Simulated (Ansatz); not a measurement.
# Sn(SH)H3 (SnH4S): geometry, orbitals and charge

Aim: characterise Sn(SH)H3 (SnH4S) as a singlet: its structure, frontier levels and distribution of charge.

Method: RKS PBE0-D4/def2-TZVP; program: Ansatz 0.2.0, Gaussian basis.

Plan: relaxation at PBE-D4/def2-TZVP; a single point at PBE0-D4/def2-TZVP; harmonic vibrations at PBE-D4/def2-TZVP.

7 further runs of the same task are left out: 1 that didn't finish, 6 set aside as unsound or not needed. Runs told in other sessions of the task aren't counted.

### Step 1. Starting geometry

6 atoms, charge 0, spin multiplicity 1.

Atoms are counted from 1 here; the program's logs count them from 0.

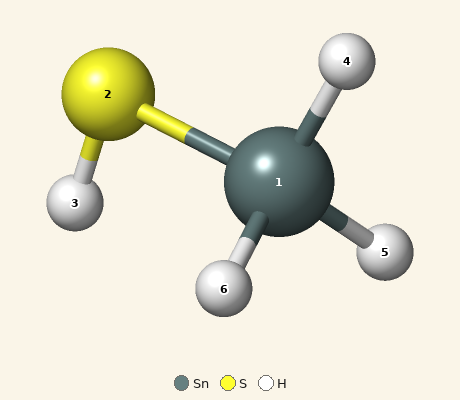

The starting geometry (tin teal, sulfur yellow, hydrogen white); atoms are numbered from 1 in the order of the file.

Geometry (Å):

```xyz
6
H4SSn
Sn    0.2003   -0.0125   -0.5476
S     0.2536    0.0086    1.8407
H    -1.0594    0.0655    1.9981
H     1.7816   -0.0136   -1.0622
H    -0.5936    1.3406   -1.1299
H    -0.5825   -1.3885   -1.0992
```

Sn takes a core potential in the def2 sets. No spin-orbit coupling is included.

The start is a GFN2-xTB geometry.

### Step 2. Relaxation at PBE-D4/def2-TZVP

The input, in.yaml:

```yaml
crystal:
  periodic: [false, false, false]
  atoms:
    - {symbol: Sn, position_ang: [0.200320, -0.012540, -0.547580]}
    - {symbol: S, position_ang: [0.253630, 0.008640, 1.840730]}
    - {symbol: H, position_ang: [-1.059420, 0.065470, 1.998090]}
    - {symbol: H, position_ang: [1.781600, -0.013620, -1.062170]}
    - {symbol: H, position_ang: [-0.593590, 1.340570, -1.129870]}
    - {symbol: H, position_ang: [-0.582540, -1.388520, -1.099190]}
basis:
  gaussian: {orbitals: def2-TZVP}
hamiltonian: {xc: pbe, dispersion: d4}
scf: {lower_state_search: "off"}
output: {orbitals: {seedname: orbitals}}
relax: {f_tol: 0.02, max_steps: 100}
```

Command:

```bash
> ansatz run in.yaml --threads 4 --pin off --events-out ev --progress --plain --max-ram 3916MiB
```

The log of the run, cut to the lines that bear on the results:

```text
Functional definition: PBE
  name "PBE"
  cite "Perdew, Burke & Ernzerhof, Phys. Rev. Lett. 77, 3865 (1996) doi:10.1103/PhysRevLett.77.3865"
  parent pbe
[...]
825 factors; their error is unknown
[...]
mean field -16727.40110326 eV, -614.7206523052 hartree, gradient 3.8e-6 eV, S^2 0.000000; 0 other end points of the search recorded, 0 dependent functions left out
[...]
reference -16727.40114924 eV, -614.7206539950 hartree; 21, 21 occupied and 90, 90 virtual orbitals, 825 factors
relax step   1: F+E_penalty+E_count = -16727.50849867 eV  Δ(F+E_penalty+E_count) = +0.000e0 eV  max|allowed force component| = 8.908e-1 eV/Å  Δτ_max = 0.0000 Å  (15 SCF iters, accepted)
[...]
relax step   4: F+E_penalty+E_count = -16727.58244011 eV  Δ(F+E_penalty+E_count) = -1.246e-2 eV  max|allowed force component| = 2.528e-2 eV/Å  Δτ_max = 0.0514 Å  (20 SCF iters, accepted)
[...]
relax step   5: F+E_penalty+E_count = -16727.58254638 eV  Δ(F+E_penalty+E_count) = -1.063e-4 eV  max|allowed force component| = 6.479e-3 eV/Å  Δτ_max = 0.0107 Å  (20 SCF iters, accepted)
Total energy: -16727.58259261 eV, -614.7273219157 hartree
Atom 0 at     0.195739    -0.012728    -0.565327 Å, force    -0.000821     0.000108    -0.006479 eV/Å
Atom 1 at     0.276842     0.021291     1.860894 Å, force     0.000354     0.000721     0.004507 eV/Å
Atom 2 at    -1.071179     0.051284     1.986614 Å, force     0.000095    -0.001033     0.000119 eV/Å
Atom 3 at     1.840060    -0.017143    -1.050160 Å, force    -0.000370    -0.000116     0.000876 eV/Å
Atom 4 at    -0.623374     1.388401    -1.133895 Å, force     0.000692    -0.000503     0.000087 eV/Å
Atom 5 at    -0.618089    -1.431105    -1.098116 Å, force     0.000050     0.000822     0.000890 eV/Å
Dipole moment:    -0.158086    -0.000380    -0.258868 e Å
Checks for a lower state left out: stability, starts, cluster_reference, orbital_swaps, neighbouring_geometries, increment
```

Run time: 2.8 s. Hardware: 4 threads of Arm Neoverse V1, shared host.

Along the way:

```
step  energy from step 1 (eV)  largest force component (eV/Å)
   1                   0.0000                          0.8908
   2                  -0.0307                          0.3359
   3                  -0.0615                          0.5794
   4                  -0.0739                          0.0253
   5                  -0.0740                          0.0065
```

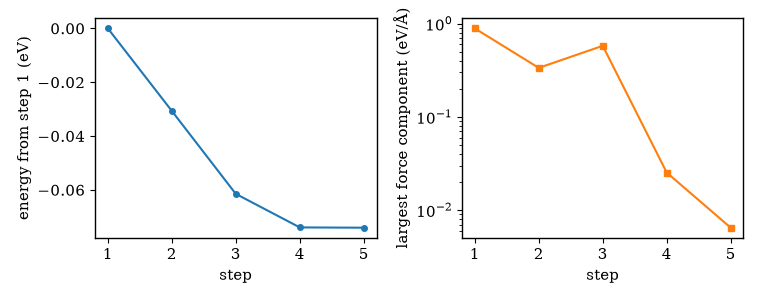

Energy and largest force along the relaxation.

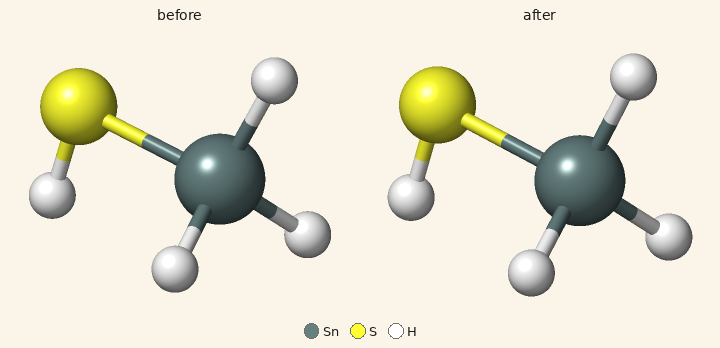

Before and after, at one scale.

Distances of close pairs at the start and the end, largest changes first:

```
  bond  before (Å)  after (Å)  change (Å)
Sn1–H4       1.663      1.714      +0.051
Sn1–H5       1.673      1.720      +0.046
Sn1–H6       1.676      1.720      +0.043
Sn1–S2       2.389      2.428      +0.039
 S2–H3       1.324      1.354      +0.031
```

Bonds by kind at the end (by distance):

```
bond  count  shortest (Å)  longest (Å)
S–Sn      1         2.428        2.428
H–Sn      3         1.714        1.720
 H–S      1         1.354        1.354
```

### Step 3. Single point, PBE0-D4/def2-TZVP

start.molden holds the orbitals of an earlier run on this state, given as this run's starting guess.

The input, in.yaml:

```yaml
crystal:
  periodic: [false, false, false]
  atoms:
    - {symbol: Sn, position_ang: [0.195739, -0.012728, -0.565327]}
    - {symbol: S, position_ang: [0.276842, 0.021291, 1.860894]}
    - {symbol: H, position_ang: [-1.071179, 0.051284, 1.986614]}
    - {symbol: H, position_ang: [1.840060, -0.017143, -1.050160]}
    - {symbol: H, position_ang: [-0.623374, 1.388401, -1.133895]}
    - {symbol: H, position_ang: [-0.618089, -1.431105, -1.098116]}
basis:
  gaussian: {orbitals: def2-TZVP, initial_orbitals: start.molden}
hamiltonian: {xc: pbe0, dispersion: d4}
output: {orbitals: {seedname: orbitals}}
```

The command is unchanged.

The log of the run:

```text
Functional definition: PBE0
  name "PBE0"
  cite "Adamo & Barone, J. Chem. Phys. 110, 6158 (1999) doi:10.1063/1.478522"
  cite "Perdew, Burke & Ernzerhof, Phys. Rev. Lett. 77, 3865 (1996) doi:10.1103/PhysRevLett.77.3865"
  parent pbe
  parameter a = 0.25
  parameter kappa = 0.804
  parameter beta = 0.06672455060314922
  exchange = (1 - a)*pbe_x(kappa = kappa, mu = beta*pi^2/3) + a*exact_x
  correlation = pbe_c(beta = beta)
908 factors; their error is unknown
mean field evaluation 1: about -16728.6016 eV, gradient 8.7e0 eV
mean field evaluation 2: about -16728.6748 eV, gradient 9.4e-2 eV
mean field evaluation 4: about -16728.7718 eV, gradient 1.2e-4 eV
mean field evaluation 8: about -16727.9584 eV, gradient 1.7e1 eV
mean field evaluation 16: about -16728.7718 eV, gradient 2.9e-2 eV
mean field -16728.77177539 eV, -614.7710235767 hartree, gradient 1.5e-5 eV, S^2 0.000000; 1 other end points of the search recorded, 0 dependent functions left out
reference -16728.77180870 eV, -614.7710248008 hartree; 21, 21 occupied and 90, 90 virtual orbitals, 908 factors
Total energy: -16728.86186810 eV, -614.7743344229 hartree
```

Run time: 1.1 s. Hardware: 4 threads of Arm Neoverse V1, shared host.

Report: HOMO -7.25 eV, LUMO -0.69 eV.

Mulliken charges, from this run's orbitals:

```
atom  value (e)
 Sn1       0.40
  S2      -0.44
  H3       0.17
  H4      -0.04
  H5      -0.04
  H6      -0.04
```

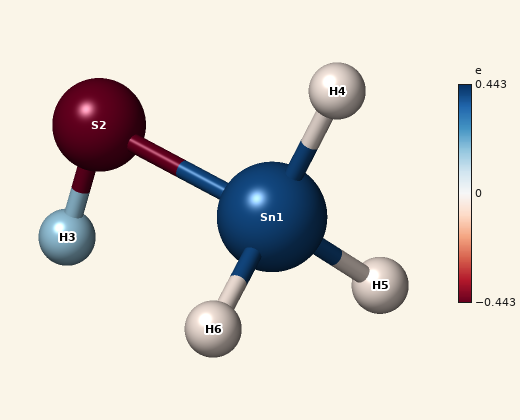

Mulliken charges, from this run's orbitals, as colours on the atoms.

Largest Mayer bond orders: Sn1–S2 1.00; S2–H3 0.94; Sn1–H4 0.93; Sn1–H5 0.92; Sn1–H6 0.92.

### Step 4. Vibrations by finite differences

in.yaml: that of step 3 with these lines changed.

```diff
@@ -10,4 +10,5 @@
 basis:
-  gaussian: {orbitals: def2-TZVP, initial_orbitals: start.molden}
-hamiltonian: {xc: pbe0, dispersion: d4}
-output: {orbitals: {seedname: orbitals}}
+  gaussian: {orbitals: def2-TZVP}
+hamiltonian: {xc: pbe, dispersion: d4}
+scf: {omitted_lower_state_checks: [starts]}
+phonons: {temperatures: {t_min: 298.15, t_max: 900, t_step: 200}}
```

Same command.

The log of the run, cut to the lines that bear on the results:

```text
Functional definition: PBE
  name "PBE"
  cite "Perdew, Burke & Ernzerhof, Phys. Rev. Lett. 77, 3865 (1996) doi:10.1103/PhysRevLett.77.3865"
  parent pbe
[...]
825 factors; their error is unknown
[...]
mean field -16727.47608296 eV, -614.7234077583 hartree, gradient 3.9e-5 eV, S^2 0.000000; 0 other end points of the search recorded, 0 dependent functions left out
[...]
reference -16727.47612920 eV, -614.7234094576 hartree; 21, 21 occupied and 90, 90 virtual orbitals, 825 factors
[...]
825 factors; their error is unknown
[...]
mean field -16727.47601687 eV, -614.7234053296 hartree, gradient 1.1e-6 eV, S^2 0.000000; 0 other end points of the search recorded, 0 dependent functions left out
[...]
reference -16727.47606310 eV, -614.7234070285 hartree; 21, 21 occupied and 90, 90 virtual orbitals, 825 factors
[...]
825 factors; their error is unknown
[...]
reference -16727.47613065 eV, -614.7234095108 hartree; 21, 21 occupied and 90, 90 virtual orbitals, 825 factors
Total energy: -16727.58258917 eV, -614.7273217892 hartree
Atom 0 at     0.195739    -0.012728    -0.565327 Å, force    -0.000863     0.000080    -0.006518 eV/Å
Atom 1 at     0.276842     0.021291     1.860894 Å, force     0.000353     0.000751     0.004499 eV/Å
Atom 2 at    -1.071179     0.051284     1.986614 Å, force     0.000095    -0.001046     0.000123 eV/Å
Atom 3 at     1.840060    -0.017143    -1.050160 Å, force    -0.000362    -0.000127     0.000882 eV/Å
Atom 4 at    -0.623374     1.388401    -1.133895 Å, force     0.000704    -0.000471     0.000117 eV/Å
Atom 5 at    -0.618089    -1.431105    -1.098116 Å, force     0.000073     0.000812     0.000897 eV/Å
Dipole moment:    -0.158086    -0.000380    -0.258868 e Å
Vibrations: 110.74 338.63 410.51 446.93 658.45 679.71 684.27 705.66 1865.45 1872.46 1900.03 2618.97 cm⁻¹, zero-point energy 0.761996 eV
Checks for a lower state left out: starts
```

It took 18 s on 4 threads of Arm Neoverse V1, shared host.

Motions are named by where the mode's potential energy lies. The modes, unscaled (a negative number is an imaginary wavenumber):

```
mode  cm⁻¹        motion
   1   111       torsion
   2   339  Sn–S stretch
   3   411          bend
   4   447          bend
   5   658          bend
   6   680          bend
   7   684          bend
   8   706          bend
   9  1865  Sn–H stretch
  10  1872  Sn–H stretch
  11  1900  Sn–H stretch
  12  2619   S–H stretch
```

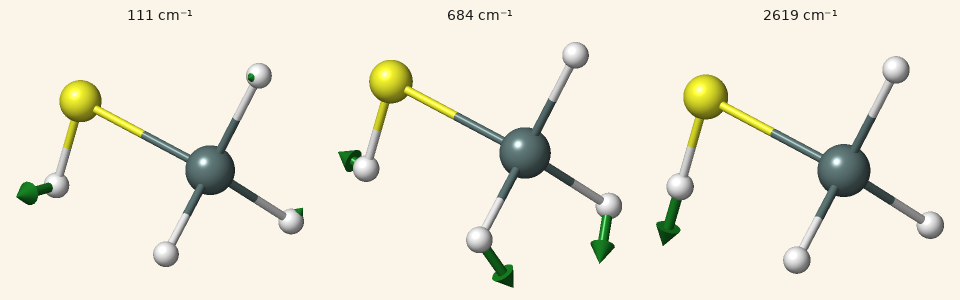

How the atoms move in 3 of the modes.

### Step 5. Results

| quantity | value |
| --- | --- |
| point group | Cs |
| S–Sn bond | 2.428 Å |
| HOMO, LUMO at PBE0-D4/def2-TZVP | -7.25, -0.69 eV |
| dipole at PBE-D4/def2-TZVP | 1.46 D |
| lowest, highest wavenumber | 111, 2619 cm⁻¹ |

The molecule keeps its bonding pattern by the stored test; the atoms moved 0.04 Å (rms). All wavenumbers are real: a minimum at this level.
